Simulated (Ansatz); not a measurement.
# P₄: a few dozen steps of dynamics

What does P₄ do in its first 20 fs with a Nosé-Hoover thermostat, with the temperature set to 1000 K?

Computed with Ansatz 0.2.0, Gaussian basis. Level: BLYP/6-31G*.

## 1. The relaxed structure

An earlier PBE0-D4 in a triple-zeta def2 set relaxation fixed the geometry.

SMILES `p12p3p1p23`, 4 atoms, charge 0, spin multiplicity 1.

Atoms are counted from 1 here; the program's logs count them from 0.

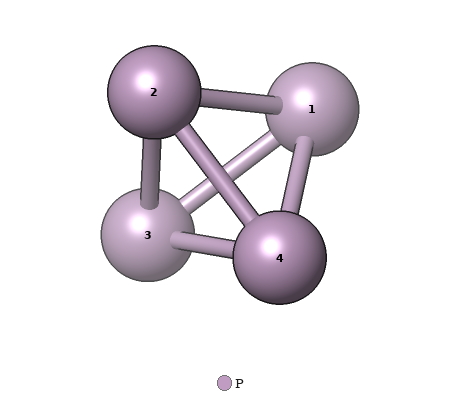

The geometry (phosphorus pink); atoms are numbered from 1 in the order of the file.

## 2. The run

Contents of in.yaml:

```yaml
crystal:
  periodic: [false, false, false]
  atoms:
    - {symbol: P, position_ang: [-0.724800, -0.099991, 1.119382]}
    - {symbol: P, position_ang: [1.294853, 0.109804, 0.315680]}
    - {symbol: P, position_ang: [-0.184987, -1.091725, -0.749847]}
    - {symbol: P, position_ang: [-0.385065, 1.081922, -0.685226]}
basis:
  gaussian: {orbitals: "6-31G*"}
hamiltonian: {xc: {name: BLYP}}
md: {timestep: 1 fs, n_steps: 20, ensemble: nvt_nose_hoover, temperature: 1000, initial_velocities: maxwell_boltzmann, seed: 445}
```

Launch:

```
> ansatz run in.yaml --threads 2 --pin off --events-out ev --progress --plain --max-ram 32768MiB --backend cpu
```

The log of the run:

```text
Functional definition: BLYP
  name "BLYP"
  cite "Becke, Phys. Rev. A 38, 3098 (1988) doi:10.1103/PhysRevA.38.3098"
  cite "Lee, Yang & Parr, Phys. Rev. B 37, 785 (1988) doi:10.1103/PhysRevB.37.785"
  parameter beta = 0.0042
  parameter a = 0.04918
  parameter b = 0.132
  parameter c = 0.2533
  parameter d = 0.349
  exchange = b88_x(beta = beta)
  correlation = lyp_c(a = a, b = b, c = c, d = d)
824 factors; their error is unknown
mean field evaluation 1: about -37152.3515 eV, gradient 2.0e1 eV
mean field evaluation 2: about -37150.7298 eV, gradient 3.1e1 eV
mean field evaluation 4: about -37153.8462 eV, gradient 2.0e-1 eV
mean field evaluation 8: about -37153.8101 eV, gradient 2.2e-2 eV
mean field -37153.81011465 eV, -1365.3773379564 hartree, gradient 6.4e-5 eV, S^2 0.000000; 0 other end points of the search recorded, 0 dependent functions left out
the calculation of the forces begins
reference -37153.81037137 eV, -1365.3773473905 hartree; 30, 30 occupied and 46, 46 virtual orbitals, 824 factors
md step     0: t =     0.00 fs  T =  1000.0 K  F+E_penalty+E_count = -37153.81011465 eV  E_kin = 0.258520 eV  conserved = -37153.55159465 eV  (23 SCF iters)
these checks for a lower state are left out or cut short: starts, cluster_reference, orbital_swaps, neighbouring_geometries, increment
824 factors; their error is unknown
mean field evaluation 16: about -37153.8240 eV, gradient 1.6e-3 eV
mean field -37153.78756630 eV, -1365.3765093197 hartree, gradient 1.3e-5 eV, S^2 0.000000; 0 other end points of the search recorded, 0 dependent functions left out
the calculation of the forces begins
reference -37153.78782283 eV, -1365.3765187470 hartree; 30, 30 occupied and 46, 46 virtual orbitals, 824 factors
md step     1: t =     1.00 fs  T =   913.0 K  F+E_penalty+E_count = -37153.78756630 eV  E_kin = 0.236039 eV  conserved = -37153.55152787 eV  (28 SCF iters)
these checks for a lower state are left out or cut short: starts, cluster_reference, orbital_swaps, neighbouring_geometries, increment
824 factors; their error is unknown
mean field -37153.76447458 eV, -1365.3756607148 hartree, gradient 1.3e-5 eV, S^2 0.000000; 0 other end points of the search recorded, 0 dependent functions left out
the calculation of the forces begins
reference -37153.76473098 eV, -1365.3756701371 hartree; 30, 30 occupied and 46, 46 virtual orbitals, 824 factors
md step     2: t =     2.00 fs  T =   824.0 K  F+E_penalty+E_count = -37153.76447458 eV  E_kin = 0.213023 eV  conserved = -37153.55145606 eV  (29 SCF iters)
these checks for a lower state are left out or cut short: starts, cluster_reference, orbital_swaps, neighbouring_geometries, increment
824 factors; their error is unknown
mean field evaluation 32: about -37153.7420 eV, gradient 2.8e-5 eV
mean field -37153.74203577 eV, -1365.3748361035 hartree, gradient 8.1e-6 eV, S^2 0.000000; 0 other end points of the search recorded, 0 dependent functions left out
the calculation of the forces begins
reference -37153.74229207 eV, -1365.3748455227 hartree; 30, 30 occupied and 46, 46 virtual orbitals, 824 factors
md step     3: t =     3.00 fs  T =   737.5 K  F+E_penalty+E_count = -37153.74203577 eV  E_kin = 0.190668 eV  conserved = -37153.55138382 eV  (30 SCF iters)
these checks for a lower state are left out or cut short: starts, cluster_reference, orbital_swaps, neighbouring_geometries, increment
824 factors; their error is unknown
mean field -37153.72143745 eV, -1365.3740791296 hartree, gradient 8.2e-6 eV, S^2 0.000000; 0 other end points of the search recorded, 0 dependent functions left out
the calculation of the forces begins
reference -37153.72169373 eV, -1365.3740885475 hartree; 30, 30 occupied and 46, 46 virtual orbitals, 824 factors
md step     4: t =     4.00 fs  T =   658.2 K  F+E_penalty+E_count = -37153.72143745 eV  E_kin = 0.170156 eV  conserved = -37153.55131610 eV  (30 SCF iters)
these checks for a lower state are left out or cut short: starts, cluster_reference, orbital_swaps, neighbouring_geometries, increment
824 factors; their error is unknown
mean field -37153.70377944 eV, -1365.3734302097 hartree, gradient 8.3e-6 eV, S^2 0.000000; 0 other end points of the search recorded, 0 dependent functions left out
the calculation of the forces begins
reference -37153.70403574 eV, -1365.3734396283 hartree; 30, 30 occupied and 46, 46 virtual orbitals, 824 factors
md step     5: t =     5.00 fs  T =   590.2 K  F+E_penalty+E_count = -37153.70377944 eV  E_kin = 0.152584 eV  conserved = -37153.55125815 eV  (30 SCF iters)
these checks for a lower state are left out or cut short: starts, cluster_reference, orbital_swaps, neighbouring_geometries, increment
824 factors; their error is unknown
mean field -37153.68999339 eV, -1365.3729235814 hartree, gradient 8.3e-6 eV, S^2 0.000000; 0 other end points of the search recorded, 0 dependent functions left out
the calculation of the forces begins
reference -37153.69024975 eV, -1365.3729330025 hartree; 30, 30 occupied and 46, 46 virtual orbitals, 824 factors
md step     6: t =     6.00 fs  T =   537.2 K  F+E_penalty+E_count = -37153.68999339 eV  E_kin = 0.138879 eV  conserved = -37153.55121475 eV  (30 SCF iters)
these checks for a lower state are left out or cut short: starts, cluster_reference, orbital_swaps, neighbouring_geometries, increment
824 factors; their error is unknown
mean field -37153.68076961 eV, -1365.3725846140 hartree, gradient 8.7e-6 eV, S^2 0.000000; 0 other end points of the search recorded, 0 dependent functions left out
the calculation of the forces begins
reference -37153.68102609 eV, -1365.3725940393 hartree; 30, 30 occupied and 46, 46 virtual orbitals, 824 factors
md step     7: t =     7.00 fs  T =   501.8 K  F+E_penalty+E_count = -37153.68076961 eV  E_kin = 0.129728 eV  conserved = -37153.55118899 eV  (30 SCF iters)
these checks for a lower state are left out or cut short: starts, cluster_reference, orbital_swaps, neighbouring_geometries, increment
824 factors; their error is unknown
mean field evaluation 64: about -37153.7141 eV, gradient 3.8e-1 eV
mean field -37153.67650234 eV, -1365.3724277946 hartree, gradient 9.0e-6 eV, S^2 0.000000; 0 other end points of the search recorded, 0 dependent functions left out
the calculation of the forces begins
reference -37153.67675898 eV, -1365.3724372259 hartree; 30, 30 occupied and 46, 46 virtual orbitals, 824 factors
md step     8: t =     8.00 fs  T =   485.5 K  F+E_penalty+E_count = -37153.67650234 eV  E_kin = 0.125523 eV  conserved = -37153.55118412 eV  (30 SCF iters)
these checks for a lower state are left out or cut short: starts, cluster_reference, orbital_swaps, neighbouring_geometries, increment
824 factors; their error is unknown
mean field -37153.67725225 eV, -1365.3724553532 hartree, gradient 9.4e-6 eV, S^2 0.000000; 0 other end points of the search recorded, 0 dependent functions left out
the calculation of the forces begins
reference -37153.67750909 eV, -1365.3724647920 hartree; 30, 30 occupied and 46, 46 virtual orbitals, 824 factors
md step     9: t =     9.00 fs  T =   488.6 K  F+E_penalty+E_count = -37153.67725225 eV  E_kin = 0.126326 eV  conserved = -37153.55120028 eV  (30 SCF iters)
these checks for a lower state are left out or cut short: starts, cluster_reference, orbital_swaps, neighbouring_geometries, increment
824 factors; their error is unknown
mean field -37153.68274095 eV, -1365.3726570592 hartree, gradient 9.8e-6 eV, S^2 0.000000; 0 other end points of the search recorded, 0 dependent functions left out
the calculation of the forces begins
reference -37153.68299803 eV, -1365.3726665069 hartree; 30, 30 occupied and 46, 46 virtual orbitals, 824 factors
md step    10: t =    10.00 fs  T =   510.1 K  F+E_penalty+E_count = -37153.68274095 eV  E_kin = 0.131863 eV  conserved = -37153.55123606 eV  (30 SCF iters)
these checks for a lower state are left out or cut short: starts, cluster_reference, orbital_swaps, neighbouring_geometries, increment
824 factors; their error is unknown
mean field -37153.69237271 eV, -1365.3730110198 hartree, gradient 1.0e-5 eV, S^2 0.000000; 0 other end points of the search recorded, 0 dependent functions left out
the calculation of the forces begins
reference -37153.69263008 eV, -1365.3730204779 hartree; 30, 30 occupied and 46, 46 virtual orbitals, 824 factors
md step    11: t =    11.00 fs  T =   547.5 K  F+E_penalty+E_count = -37153.69237271 eV  E_kin = 0.141545 eV  conserved = -37153.55128842 eV  (30 SCF iters)
these checks for a lower state are left out or cut short: starts, cluster_reference, orbital_swaps, neighbouring_geometries, increment
824 factors; their error is unknown
mean field evaluation 96: about -37153.7053 eV, gradient 4.0e-4 eV
mean field -37153.70528331 eV, -1365.3734854757 hartree, gradient 1.1e-5 eV, S^2 0.000000; 0 other end points of the search recorded, 0 dependent functions left out
the calculation of the forces begins
reference -37153.70554099 eV, -1365.3734949453 hartree; 30, 30 occupied and 46, 46 virtual orbitals, 824 factors
md step    12: t =    12.00 fs  T =   597.7 K  F+E_penalty+E_count = -37153.70528331 eV  E_kin = 0.154517 eV  conserved = -37153.55135275 eV  (30 SCF iters)
these checks for a lower state are left out or cut short: starts, cluster_reference, orbital_swaps, neighbouring_geometries, increment
824 factors; their error is unknown
mean field -37153.72041112 eV, -1365.3740414126 hartree, gradient 9.9e-6 eV, S^2 0.000000; 0 other end points of the search recorded, 0 dependent functions left out
the calculation of the forces begins
reference -37153.72066915 eV, -1365.3740508948 hartree; 30, 30 occupied and 46, 46 virtual orbitals, 824 factors
md step    13: t =    13.00 fs  T =   656.5 K  F+E_penalty+E_count = -37153.72041112 eV  E_kin = 0.169724 eV  conserved = -37153.55142330 eV  (29 SCF iters)
these checks for a lower state are left out or cut short: starts, cluster_reference, orbital_swaps, neighbouring_geometries, increment
824 factors; their error is unknown
mean field -37153.73658371 eV, -1365.3746357443 hartree, gradient 1.2e-5 eV, S^2 0.000000; 0 other end points of the search recorded, 0 dependent functions left out
the calculation of the forces begins
reference -37153.73684210 eV, -1365.3746452400 hartree; 30, 30 occupied and 46, 46 virtual orbitals, 824 factors
md step    14: t =    14.00 fs  T =   719.5 K  F+E_penalty+E_count = -37153.73658371 eV  E_kin = 0.186002 eV  conserved = -37153.55149490 eV  (30 SCF iters)
these checks for a lower state are left out or cut short: starts, cluster_reference, orbital_swaps, neighbouring_geometries, increment
824 factors; their error is unknown
mean field -37153.75260689 eV, -1365.3752245853 hartree, gradient 1.3e-5 eV, S^2 0.000000; 0 other end points of the search recorded, 0 dependent functions left out
the calculation of the forces begins
reference -37153.75286567 eV, -1365.3752340953 hartree; 30, 30 occupied and 46, 46 virtual orbitals, 824 factors
824 factors; their error is unknown
mean field evaluation 128: about -37153.7905 eV, gradient 2.3e-2 eV
mean field -37153.75260689 eV, -1365.3752245853 hartree, gradient 1.3e-5 eV, S^2 0.000000; 1 other end points of the search recorded, 0 dependent functions left out
the calculation of the forces begins
reference -37153.75286567 eV, -1365.3752340953 hartree; 30, 30 occupied and 46, 46 virtual orbitals, 824 factors
md step    15: t =    15.00 fs  T =   782.0 K  F+E_penalty+E_count = -37153.75260689 eV  E_kin = 0.202162 eV  conserved = -37153.55156198 eV  (27 SCF iters)
these checks for a lower state are left out or cut short: starts, cluster_reference, orbital_swaps, neighbouring_geometries, increment
824 factors; their error is unknown
mean field -37153.76735187 eV, -1365.3757664532 hartree, gradient 1.3e-5 eV, S^2 0.000000; 0 other end points of the search recorded, 0 dependent functions left out
the calculation of the forces begins
reference -37153.76761106 eV, -1365.3757759782 hartree; 30, 30 occupied and 46, 46 virtual orbitals, 824 factors
md step    16: t =    16.00 fs  T =   839.7 K  F+E_penalty+E_count = -37153.76735187 eV  E_kin = 0.217080 eV  conserved = -37153.55161953 eV  (30 SCF iters)
these checks for a lower state are left out or cut short: starts, cluster_reference, orbital_swaps, neighbouring_geometries, increment
824 factors; their error is unknown
mean field -37153.77982995 eV, -1365.3762250140 hartree, gradient 1.4e-5 eV, S^2 0.000000; 0 other end points of the search recorded, 0 dependent functions left out
the calculation of the forces begins
reference -37153.78008956 eV, -1365.3762345545 hartree; 30, 30 occupied and 46, 46 virtual orbitals, 824 factors
md step    17: t =    17.00 fs  T =   888.8 K  F+E_penalty+E_count = -37153.77982995 eV  E_kin = 0.229767 eV  conserved = -37153.55166321 eV  (30 SCF iters)
these checks for a lower state are left out or cut short: starts, cluster_reference, orbital_swaps, neighbouring_geometries, increment
824 factors; their error is unknown
mean field -37153.78925288 eV, -1365.3765713004 hartree, gradient 1.4e-5 eV, S^2 0.000000; 0 other end points of the search recorded, 0 dependent functions left out
the calculation of the forces begins
reference -37153.78951292 eV, -1365.3765808568 hartree; 30, 30 occupied and 46, 46 virtual orbitals, 824 factors
md step    18: t =    18.00 fs  T =   926.2 K  F+E_penalty+E_count = -37153.78925288 eV  E_kin = 0.239432 eV  conserved = -37153.55169257 eV  (30 SCF iters)
these checks for a lower state are left out or cut short: starts, cluster_reference, orbital_swaps, neighbouring_geometries, increment
824 factors; their error is unknown
mean field evaluation 160: about -37153.8331 eV, gradient 1.1e-3 eV
mean field -37153.79506456 eV, -1365.3767848759 hartree, gradient 1.4e-5 eV, S^2 0.000000; 0 other end points of the search recorded, 0 dependent functions left out
the calculation of the forces begins
reference -37153.79532504 eV, -1365.3767944483 hartree; 30, 30 occupied and 46, 46 virtual orbitals, 824 factors
md step    19: t =    19.00 fs  T =   949.7 K  F+E_penalty+E_count = -37153.79506456 eV  E_kin = 0.245515 eV  conserved = -37153.55170575 eV  (30 SCF iters)
these checks for a lower state are left out or cut short: starts, cluster_reference, orbital_swaps, neighbouring_geometries, increment
824 factors; their error is unknown
mean field -37153.79696123 eV, -1365.3768545770 hartree, gradient 1.4e-5 eV, S^2 0.000000; 0 other end points of the search recorded, 0 dependent functions left out
the calculation of the forces begins
reference -37153.79722215 eV, -1365.3768641657 hartree; 30, 30 occupied and 46, 46 virtual orbitals, 824 factors
824 factors; their error is unknown
mean field -37153.79696123 eV, -1365.3768545770 hartree, gradient 1.4e-5 eV, S^2 0.000000; 1 other end points of the search recorded, 0 dependent functions left out
the calculation of the forces begins
reference -37153.79722215 eV, -1365.3768641657 hartree; 30, 30 occupied and 46, 46 virtual orbitals, 824 factors
md step    20: t =    20.00 fs  T =   958.2 K  F+E_penalty+E_count = -37153.79696123 eV  E_kin = 0.247706 eV  conserved = -37153.55170328 eV  (27 SCF iters)
Total energy: -37153.79722215 eV, -1365.3768641657 hartree
Atom 0 at    -0.728747    -0.128431     1.124833 Å, force    -0.162589     0.585610     0.708780 eV/Å
Atom 1 at     1.395545     0.101702     0.373783 Å, force    -1.259398     0.158986    -0.751088 eV/Å
Atom 2 at    -0.226221    -1.090752    -0.751612 Å, force     0.674584    -0.610914    -0.632771 eV/Å
Atom 3 at    -0.440576     1.117490    -0.747016 Å, force     0.747403    -0.133682     0.675079 eV/Å
Dipole moment:    -0.018489    -0.016152     0.003093 e Å
```

It took 44 s on 2 threads, shared host.

## 3. Frames and traces

Step by step, with energies from the first frame:

```
time (fs)  T (K)  potential (meV)  conserved (meV)  P2–P4 (Å)
      0.0   1000              0.0             0.00      2.184
      1.0    913             22.5             0.07      2.189
      2.0    824             45.6             0.14      2.195
      3.0    738             68.1             0.21      2.202
      4.0    658             88.7             0.28      2.210
      5.0    590            106.3             0.34      2.219
      6.0    537            120.1             0.38      2.228
      7.0    502            129.3             0.41      2.238
      8.0    486            133.6             0.41      2.248
      9.0    489            132.9             0.39      2.259
     10.0    510            127.4             0.36      2.270
     11.0    548            117.7             0.31      2.281
     12.0    598            104.8             0.24      2.293
     13.0    657             89.7             0.17      2.305
     14.0    719             73.5             0.10      2.316
     15.0    782             57.5             0.03      2.328
     16.0    840             42.8            -0.03      2.339
     17.0    889             30.3            -0.07      2.350
     18.0    926             20.9            -0.10      2.360
     19.0    950             15.1            -0.11      2.370
     20.0    958             13.2            -0.11      2.379
```

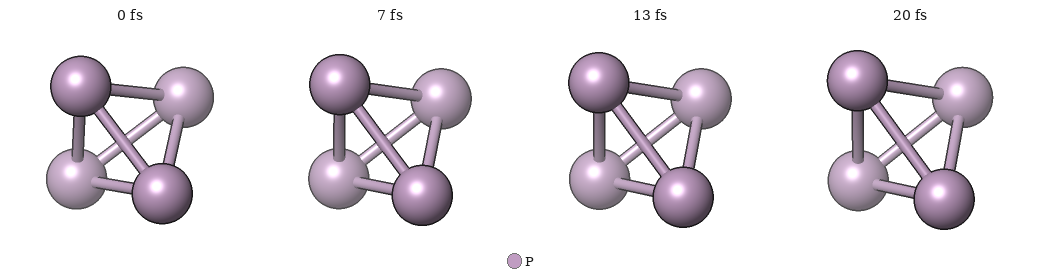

Four frames; sticks are those of the first frame.

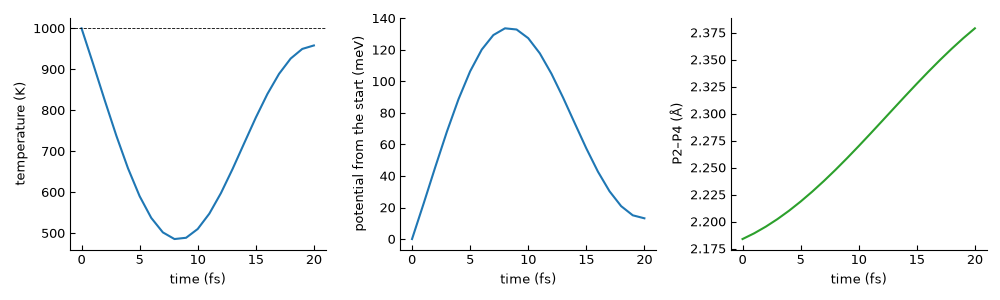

Temperature (the set value dashed), potential energy and the bond that swings most.

Positions (Å) and forces (eV/Å) at 20.0 fs:

```xyz
4

P    -0.729   -0.128    1.125   -0.163    0.586    0.709
P     1.396    0.102    0.374   -1.259    0.159   -0.751
P    -0.226   -1.091   -0.752    0.675   -0.611   -0.633
P    -0.441    1.117   -0.747    0.747   -0.134    0.675
```

## 4. Results

| quantity | value |
| --- | --- |
| length | 20 steps of 1.0 fs |
| temperature, first and last frame | 1000, 958 K |
| temperature, second half | mean 761 K, from 510 to 958 K |
| swing of the potential | 134 meV |
| largest change of the conserved energy | 0.41 meV |
| range of P2–P4 | 2.184 to 2.379 Å |

From 1000 K at the start the temperature swings between 486 and 1000 K: with 4 atoms it has no steady value yet; starting near a minimum, about half of the kinetic energy flows into the potential. The conserved energy moves by 0.41 meV, 0.3 % of the potential's swing, so the step is short enough for this stretch. P2–P4 swings most, by 0.20 Å; no bond breaks. A run of 20 fs gives no averages.
